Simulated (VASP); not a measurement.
Energy against volume of MgSe (rock salt). These are PBE GGA, VASP's PBE PAW potentials (set 64) (plane waves; VASP) values and carry that method's errors.

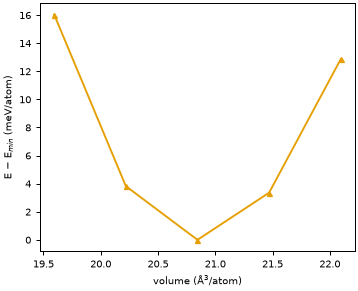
*Energy against volume*

### Question
Estimate the equilibrium volume and the bulk modulus.

### Answer
The minimum lies near 20.8 Å³/atom, and the curvature gives B0 of about 61 GPa.

Measured: a 5.460 Å (computed value off by +0.8 %), as given by M J Lucero et al., Journal of Physics Condensed Matter (2012), arXiv:1111.4515. The calculation is for a static lattice, while the measured a holds thermal and zero-point effects, which are part of the difference.

The compound is MgSe in the rock salt structure. It was relaxed first.
